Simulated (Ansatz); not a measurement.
# How fast states decay through BaInF3, part 2 of 3

Aim: relax a made-up compound, BaInF3, and see how good a tunnel barrier it would be. It is built by putting F for I, Ba for Ca in the CaInI3 structure of space group Cmcm, with the volume rescaled by atomic radii. The parent structure comes from the Materials Project.

Ansatz 0.2.0; r2SCAN DFT, plane waves, PAW files (the session's first sound run).

So far. Step 2 (Cell and atoms at rest): The largest force component on a free atom ends at 0.0033 eV/Å.

The structure was built from a prototype and need not be the compound's stable phase.

## Step 3: Band edges

The energy window and the wavevectors of the next steps follow from the band edges, so these are searched first, off the mesh as well.

input.yaml

```yaml
crystal:
  lattice:
    - [2.1599282068, -5.6306368919, 0.0]
    - [2.1599282068, 5.6306368919, 0.0]
    - [0.0, 0.0, 9.2909971013]
  atoms:
    - { symbol: Ba, position: [0.0, 0.0, 0.0] }
    - { symbol: Ba, position: [0.0, 0.0, 0.5] }
    - { symbol: In, position: [0.2667298042, 0.7332701958, 0.25] }
    - { symbol: In, position: [0.7332701958, 0.2667298042, 0.75] }
    - { symbol: F, position: [0.6192018825, 0.3807981175, -0.057447995] }
    - { symbol: F, position: [0.3807981175, 0.6192018825, 1.057447995] }
    - { symbol: F, position: [0.3807981175, 0.6192018825, 0.442552005] }
    - { symbol: F, position: [0.6192018825, 0.3807981175, 0.557447995] }
    - { symbol: F, position: [0.8762914386, 0.1237085614, 0.25] }
    - { symbol: F, position: [0.1237085614, 0.8762914386, 0.75] }
kpoints:
  mp_grid: { grid: [6, 6, 4] }
  band_path: { path: [VBM, CBM], npoints: 30 }
scf:
  occupations: { method: fixed }
hamiltonian:
  xc: r2scan
output:
  eigenvalues: true
  write_potential: true
  write_density: true
  volumetric_format: npy
  elf: true
```

Run with:

```bash
$ ansatz run input.yaml --threads 2 --pin off --max-ram 4096MiB --backend cpu --events-out ev --progress --plain --runs-dir out
```

Numbers of over 12 decimals in the logs are rounded to 6 here.

What it wrote:

```text
[...]
Crystal: 10 atoms, lattice volume = 225.990 Å³
Basis set: ecut = 500 eV, 5707 PW (Γ), exchange–correlation on 180×180×288 points (64 copies of the dense FFT grid, shifted against one another)
Bands: 54, of which v1, the nominal top of the filled ones, is band 44 counted from 1 (43 counted from 0)
Symmetry: 8 space group operations
[...]
k-points: 39 of 144
[...]
SCF iter   1: F=—  HF=-28024.830939 eV  |F-HF|=—  |Δ(HF+E_count)|=         —  Δρ=8.92e-3  dr2=1.88e-1  dr2_τ=1.86e-1  ethr=1.77e-3  ⟨swp⟩=4.9  Hψ=8155  notcnv=0  defer=275
[...]
SCF iter   8: F=-28025.021037 eV  HF=-28025.021037 eV  |F-HF|=1.32e-8  |Δ(HF+E_count)|=   2.24e-7  Δρ=3.21e-6  dr2=3.74e-8  dr2_τ=2.52e-9  ethr=1.14e-10  ⟨swp⟩=12.8  Hψ=10330  notcnv=0
SCF 1 converged in 8 iterations: F = -28025.021037 eV  dr2 = 3.74e-8
[...]
NSCF: frozen V_eff on 52 k-points
[...]
SCF converged after 8 iterations
Free energy (F): -28025.021037 eV
[...]
Internal energy: -28025.021037 eV  (E = F + TS)
E sigma→0 (E₀):  -28025.021037 eV
Fermi energy:    4.472569 eV
[...]
--- Band table (eV; the first three rows and the last of 39) ---
  k-point 0: bands = [... 40 lower, 1.2962, 1.3906, 3.0972, 4.0838, 7.8736, 8.9500, 10.0691, 10.0899, ... 6 higher]
  k-point 1: bands = [... 40 lower, 1.2121, 1.3686, 3.2342, 3.9222, 8.1625, 9.0656, 9.8839, 9.9097, ... 6 higher]
  k-point 2: bands = [... 40 lower, 1.3031, 1.3031, 3.5667, 3.5667, 8.8909, 8.8909, 9.4725, 9.4725, ... 6 higher]
  k-point 38: bands = [... 40 lower, 1.2667, 1.2667, 3.8986, 3.8986, 8.1912, 8.1912, 9.4223, 9.4223, ... 6 higher]
```

Wall time 35 s (2 threads of AMD EPYC 9R45, shared host); peak memory 1.4 GiB; 70 s of CPU time.

This step gave:

```yaml
free_energy: -28025.0210 eV
fermi_energy: 4.473 eV
gap_on_the_k_mesh: 3.259 eV
gap_on_path: 3.245 eV, by band count; negative where bands overlap
direct_gap_on_path: 3.467 eV
edge_places_on_path: 0, 0.7575 1/A along the path
```

Electronic bands along the path, in eV, zero at the Fermi level (highest filled level under fixed occupations); v1 is the highest filled band, c1 the lowest empty one:

```tsv
point	v4	v3	v2	v1	c1	c2	c3	c4
VBM	-3.25	-3.25	-0.47	0.01	3.48	3.72	4.31	5.00
CBM	-3.18	-3.12	-0.66	-0.51	3.26	4.66	4.79	4.97
```

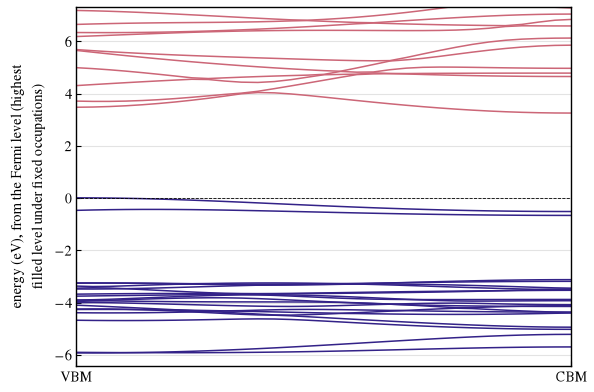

Electronic bands along the path; lines of filled and empty bands in two colours.

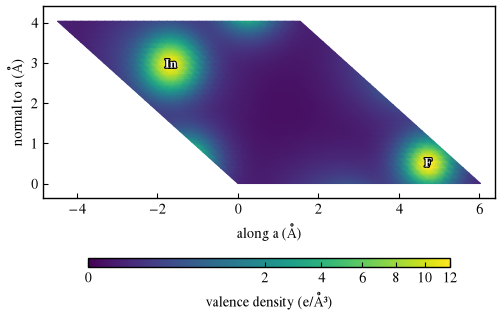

Valence density in the ab plane of the cell as run, not the conventional one, at fractional z = 0.250, with atoms of In and F within 0.2 Å of it. It is the smooth field of the valence electrons, not physical close to the nuclei. The colour scale is stretched toward low values.

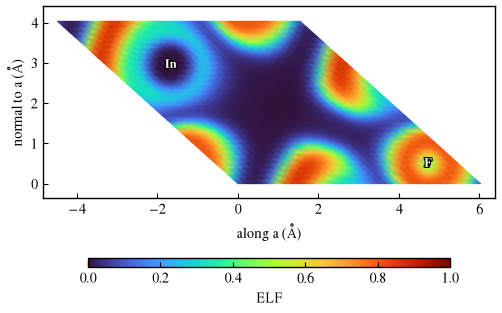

ELF in the ab plane of the cell as run, not the conventional one, at fractional z = 0.250, with atoms of In and F within 0.2 Å of it. It is the smooth field of the valence electrons, not physical close to the nuclei.

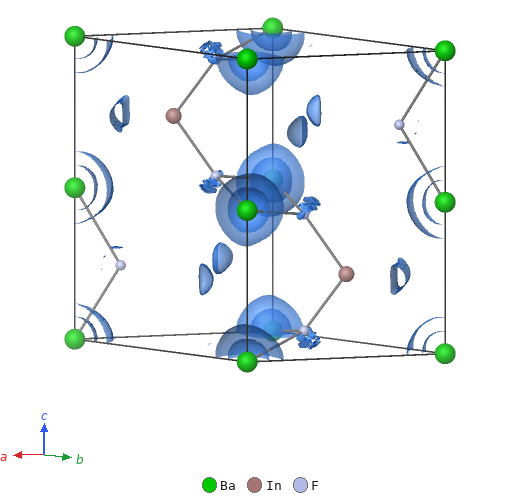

Surface of ELF = 0.82. Drawn on the cell as run, not the conventional one. Bonds to atoms that aren't drawn are left out.

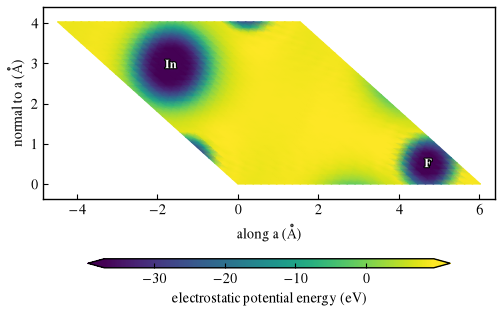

Electrostatic potential energy in the ab plane of the cell as run, not the conventional one, at fractional z = 0.250, with atoms of In and F within 0.2 Å of it. With pseudopotentials it is smooth inside the atoms' cores, unlike the true potential.

The searched edges give 3.24 eV, against 3.26 eV on the mesh.

## Step 4: Complex bands, plane (001), k-mesh 6×6×4

This step: r2SCAN DFT, plane waves, PAW files; complex bands by layer matching along the plane's normal (Ansatz 0.2.0).

The same crystal is laid in a cell whose first two vectors span the (001) plane (indices of the standard conventional cell, whose axes can be ordered otherwise than in the bulk input). At fixed energy and wavevector in the plane the solver finds all kz, real and complex. A few wavevectors are listed, (0, 0), (-0.5, 0) and (0.2396, 0.4792) in units of the plane's reciprocal vectors; the slowest state needn't be among them.

input.yaml

```yaml
crystal:
  lattice:
    - [6.03070159, 0.0, 0.0]
    - [1.547179806, 4.033285767, 0.0]
    - [0.0, 0.0, 9.290997101]
  atoms:
    - { symbol: Ba, position: [0.0, 0.0, 0.0] }
    - { symbol: Ba, position: [0.0, 0.0, 0.5] }
    - { symbol: In, position: [0.5334596084, 0.7332701958, 0.25] }
    - { symbol: In, position: [0.4665403916, 0.2667298042, 0.75] }
    - { symbol: F, position: [0.238403765, 0.3807981175, 0.942552005] }
    - { symbol: F, position: [0.761596235, 0.6192018825, 0.057447995] }
    - { symbol: F, position: [0.761596235, 0.6192018825, 0.442552005] }
    - { symbol: F, position: [0.238403765, 0.3807981175, 0.557447995] }
    - { symbol: F, position: [0.7525828772, 0.1237085614, 0.25] }
    - { symbol: F, position: [0.2474171228, 0.8762914386, 0.75] }
kpoints:
  mp_grid: { grid: [6, 6, 4] }
scf:
  occupations: { method: fixed }
hamiltonian:
  xc: r2scan
output:
  eigenvalues: true
  transmission:
    leads: [[0, 0]]
    kpoints: [[0.0, 0.0], [-0.5, 0.0], [0.2396, 0.4792]]
    e_range: [-1.0, 4.24]
    de: 0.13
```

What it wrote:

```text
[...]
Crystal: 10 atoms, lattice volume = 225.990 Å³
Basis set: ecut = 500 eV, 5707 PW (Γ), exchange–correlation on 180×128×288 points (64 copies of the dense FFT grid, shifted against one another)
Bands: 54, of which v1, the nominal top of the filled ones, is band 44 counted from 1 (43 counted from 0)
Symmetry: 8 space group operations
[...]
k-points: 39 of 144
[...]
SCF iter   1: F=—  HF=-28024.830919 eV  |F-HF|=—  |Δ(HF+E_count)|=         —  Δρ=8.92e-3  dr2=1.88e-1  dr2_τ=1.86e-1  ethr=1.77e-3  ⟨swp⟩=5.0  Hψ=8136  notcnv=0  defer=275
[...]
SCF iter   8: F=-28025.021037 eV  HF=-28025.021037 eV  |F-HF|=1.31e-8  |Δ(HF+E_count)|=   2.25e-7  Δρ=3.20e-6  dr2=3.74e-8  dr2_τ=2.54e-9  ethr=1.14e-10  ⟨swp⟩=12.9  Hψ=10440  notcnv=0
SCF 1 converged in 8 iterations: F = -28025.021037 eV  dr2 = 3.74e-8
[...]
transmission: 13 of 39 steps passed
transmission: 26 of 39 steps passed
transmission: 39 of 39 steps passed
SCF converged after 8 iterations
Free energy (F): -28025.021037 eV
[...]
Internal energy: -28025.021037 eV  (E = F + TS)
E sigma→0 (E₀):  -28025.021037 eV
Fermi energy:    4.472569 eV
[...]
--- Band table (eV; the first three rows and the last of 39) ---
  k-point 0: bands = [... 40 lower, 1.2962, 1.3906, 3.0972, 4.0838, 7.8736, 8.9500, 10.0691, 10.0899, ... 6 higher]
  k-point 1: bands = [... 40 lower, 1.2121, 1.3686, 3.2342, 3.9222, 8.1625, 9.0656, 9.8839, 9.9097, ... 6 higher]
  k-point 2: bands = [... 40 lower, 1.3031, 1.3031, 3.5667, 3.5667, 8.8909, 8.8909, 9.4725, 9.4725, ... 6 higher]
  k-point 38: bands = [... 40 lower, 1.2667, 1.2667, 3.8986, 3.8986, 8.1912, 8.1912, 9.4223, 9.4223, ... 6 higher]
--- Transmission ---
  basis      : 247 plane waves across, 13 finite elements along
  points     : 3, as listed
  energies   : 41 from -1.000000 to 4.200000 eV about the Fermi level, 0.130000 eV apart; the leads are filled to 1.629273 eV, and channels, transmission and decay are at 1.600000 eV
  crystal 0  : In2F6Ba2, at the sites [0, 0], period 9.2910 Å: whole cells are its period
    offset         : up to 0.0000 Å between an atom of the period and one for which it stands
    channels       : 0.000000e0 a spin
    conductance    : none, the energies end too early or step too widely for 300 K: set another output.transmission.e_range or a lower de, or, where they end at an eighth of basis.ecutwfc, a higher one
    slowest decay  : 0.3294 /Å at (0.0000, 0.0000)
```

Run time: 39 s. Hardware: 2 threads; peak memory 1.5 GiB.

Numbers from this step:

```yaml
level_to_which_the_leads_are_filled: 1.629 eV from the Fermi level
decay_constant_at_the_filling_level_zone_centre: 0.3294 Å⁻¹
decay_constant_at_the_filling_level_slowest_listed_point: 0.3294 Å⁻¹
```

K parallel (0, 0); values up to 1.5 1/Å, a degenerate pair printed once or twice; energies at which all values exceed this have no row. The Im kz of the slowest decaying states by energy, zero at the highest filled level on the SCF mesh:

```tsv
energy (eV)	decay 1 (Å⁻¹)	decay 2 (Å⁻¹)	decay 3 (Å⁻¹)	decay 4 (Å⁻¹)
-1.000	0.639	0.964	1.03	1.15
-0.480	0.655	0.901	1.03	1.10
0.040	0.236	0.665	0.886	1.02
0.560	0.308	0.667	0.879	0.997
0.950	0.330	0.665	0.874	0.971
1.470	0.333	0.654	0.864	0.924
1.990	0.311	0.633	0.849	0.874
2.510	0.265	0.597	0.821	0.830
3.030	0.181	0.536	0.767	0.799
3.550	0.443	0.716	0.717	0.776
3.940	0.343	0.650	0.676	0.744
```

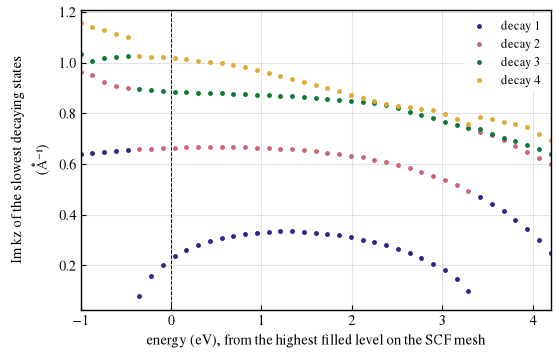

Im kz of the slowest decaying states against energy.

K parallel (-0.5, 0); values up to 1.5 1/Å, a degenerate pair printed once or twice; energies at which all values exceed this have no row. The Im kz of the slowest decaying states by energy, zero at the highest filled level on the SCF mesh:

```tsv
energy (eV)	decay 1 (Å⁻¹)	decay 2 (Å⁻¹)	decay 3 (Å⁻¹)	decay 4 (Å⁻¹)
-1.000	0.423	0.635	0.770	0.932
-0.480	0.239	0.581	0.663	0.895
0.040	0.597	0.685	0.866	0.973
0.560	0.619	0.701	0.842	0.952
0.950	0.608	0.707	0.826	0.938
1.470	0.573	0.704	0.810	0.920
1.990	0.523	0.684	0.796	0.900
2.510	0.456	0.652	0.779	0.877
3.030	0.263	0.440	0.615	0.756
3.550	0.432	0.578	0.727	0.788
3.940	0.379	0.551	0.700	0.723
```

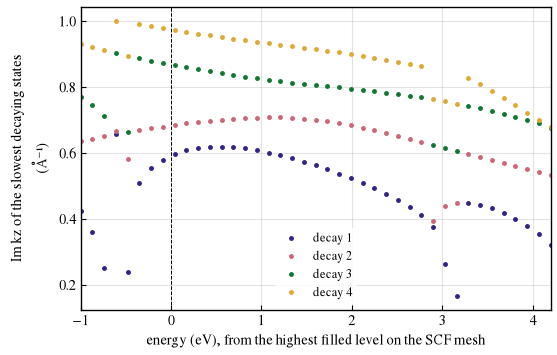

Im kz of the slowest decaying states, plotted against energy.

K parallel (0.2396, 0.4792); values up to 1.5 1/Å, a degenerate pair printed once or twice; energies at which all values exceed this have no row. Im kz of the slowest decaying states against energy, zero at the highest filled level on the SCF mesh:

```tsv
energy (eV)	decay 1 (Å⁻¹)	decay 2 (Å⁻¹)	decay 3 (Å⁻¹)	decay 4 (Å⁻¹)
-1.000	0.421	0.678	0.880	0.884
-0.480	0.0752	0.688	0.837	0.862
0.040	0.0962	0.691	0.789	0.842
0.560	0.375	0.687	0.731	0.822
0.950	0.456	0.675	0.678	0.807
1.470	0.554	0.658	0.787	0.911
1.990	0.518	0.625	0.769	0.875
2.510	0.457	0.577	0.752	0.843
3.030	0.353	0.510	0.735	0.816
3.550	0.167	0.411	0.718	0.795
3.940	0.180	0.292	0.703	0.782
```

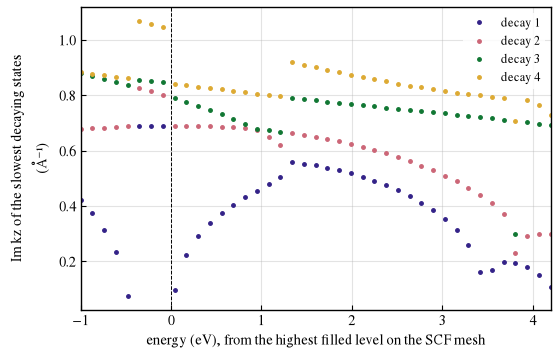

Im kz of the slowest decaying states against energy.

At the listed wavevectors the last open channel is at -0.09 eV and the next at +3.29 eV on the grid. At +1.60 eV, the grid energy nearest the filling level (the middle of the gap on the SCF mesh), the slowest state at the listed wavevectors decays with κ = 0.329 Å⁻¹, its amplitude falling by e over 3.0 Å. Through 1 nm of this crystal that state's transmission falls by exp(−2 × 0.329 Å⁻¹ × 10 Å) = 0.0014.

## Step 5: Decay over the two-dimensional zone

The listed points could miss the slowest state, so one energy near mid-gap is solved on a mesh of 8×12.

Edit input.yaml of step 4 so:

```diff
@@ -24,6 +24,2 @@
   eigenvalues: true
-  transmission:
-    leads: [[0, 0]]
-    kpoints: [[0.0, 0.0], [-0.5, 0.0], [0.2396, 0.4792]]
-    e_range: [-1.0, 4.24]
-    de: 0.13
+  transmission: { leads: [[0, 0]], kmesh: [8, 12], e_range: [1.62, 1.63], de: 0.05 }
```

What it wrote:

```text
[...]
Crystal: 10 atoms, lattice volume = 225.990 Å³
Basis set: ecut = 500 eV, 5707 PW (Γ), exchange–correlation on 180×128×288 points (64 copies of the dense FFT grid, shifted against one another)
Bands: 54, of which v1, the nominal top of the filled ones, is band 44 counted from 1 (43 counted from 0)
Symmetry: 8 space group operations
[...]
k-points: 39 of 144
[...]
SCF iter   1: F=—  HF=-28024.830919 eV  |F-HF|=—  |Δ(HF+E_count)|=         —  Δρ=8.92e-3  dr2=1.88e-1  dr2_τ=1.86e-1  ethr=1.77e-3  ⟨swp⟩=5.0  Hψ=8136  notcnv=0  defer=275
[...]
SCF iter   8: F=-28025.021037 eV  HF=-28025.021037 eV  |F-HF|=1.31e-8  |Δ(HF+E_count)|=   2.25e-7  Δρ=3.20e-6  dr2=3.74e-8  dr2_τ=2.54e-9  ethr=1.14e-10  ⟨swp⟩=12.9  Hψ=10440  notcnv=0
SCF 1 converged in 8 iterations: F = -28025.021037 eV  dr2 = 3.74e-8
[...]
transmission: 104 of 650 steps passed
transmission: 156 of 650 steps passed
[...]
transmission: 650 of 650 steps passed
SCF converged after 8 iterations
Free energy (F): -28025.021037 eV
[...]
Internal energy: -28025.021037 eV  (E = F + TS)
E sigma→0 (E₀):  -28025.021037 eV
Fermi energy:    4.472569 eV
[...]
--- Band table (eV; the first three rows and the last of 39) ---
  k-point 0: bands = [... 40 lower, 1.2962, 1.3906, 3.0972, 4.0838, 7.8736, 8.9500, 10.0691, 10.0899, ... 6 higher]
  k-point 1: bands = [... 40 lower, 1.2121, 1.3686, 3.2342, 3.9222, 8.1625, 9.0656, 9.8839, 9.9097, ... 6 higher]
  k-point 2: bands = [... 40 lower, 1.3031, 1.3031, 3.5667, 3.5667, 8.8909, 8.8909, 9.4725, 9.4725, ... 6 higher]
  k-point 38: bands = [... 40 lower, 1.2667, 1.2667, 3.8986, 3.8986, 8.1912, 8.1912, 9.4223, 9.4223, ... 6 higher]
--- Transmission ---
  basis      : 247 plane waves across, 13 finite elements along
  points     : 50, standing for a mesh of 8 x 12
  energies   : 1 from 1.620000 to 1.620000 eV about the Fermi level; the leads are filled to 1.629273 eV, and channels, transmission and decay are at 1.620000 eV
  crystal 0  : In2F6Ba2, at the sites [0, 0], period 9.2910 Å: whole cells are its period
[...]
channels       : 0.000000e0 a spin
    conductance    : none, crystal 0 has no channel at the energies, or these end too early or step too widely for 300 K: set another output.transmission.e_range or a lower de, or, where they end at an eighth of basis.ecutwfc, a higher one
    slowest decay  : 0.3288 /Å at (0.0000, 0.0000)
```

It took 67 s on 2 threads; peak memory 1.7 GiB.

Numbers from this step:

```yaml
least_decay_constant_on_the_mesh: 0.3288 Å⁻¹
```

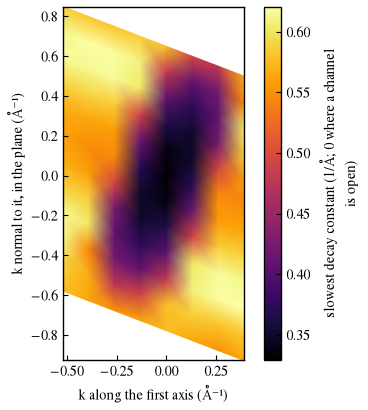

Slowest decay constant (1/Å; 0 where a channel is open) over k1 and k2. At 1.6200 eV from the Fermi level.

The least value on the mesh is 0.329 Å⁻¹ at +1.62 eV. At that energy the listed points give about 0.329 Å⁻¹ by interpolation, so the mesh holds no clearly slower state.

[end of part 2 of 3]

[Logs are printed without paths, hosts, clocks, repeated set-up lines and the standing remarks that a program may print on its own settings, such as how far it seeks lower states.]

[Hosts, paths, dates, database ids (printed as entryN), source tags and the programs' standing remarks are cut or masked in the printed files.]
